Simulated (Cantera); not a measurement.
Charge: 1 mol Al, 0.19 mol I2, 0.19 mol N2, 0.077 mol H2O, at 10.0 mbar.

These are equilibrium values from Cantera (NASA tables, ideal gas, pure condensed phases), not measurements of a reactor. Candidate condensed phases: Al, AlI3, AlN, Al2O3, H2O, I2; 41 gas species. Mutual solubility and eutectic melting of coexisting phases are not modelled. Equilibrium is a limit: real reactors are often held back by kinetics, nucleation or transport.

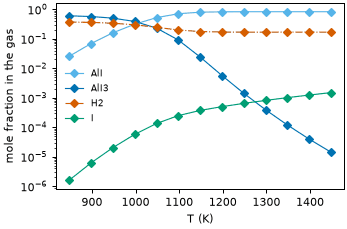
Equilibrium gas composition (values under 1e-9 drawn at 1e-9)

From 848 K to 898 K the condensed part is Al(s) + AlN(s) + Al2O3(s). From 948 K to 1448 K the condensed part is Al(l) + AlN(s) + Al2O3(s). The main Al-bearing gas is AlI3 at 848 K and AlI at 1448 K. The share of Al in condensed phases is highest at 848 K (87.0 %) and lowest at 1448 K (62.0 %).
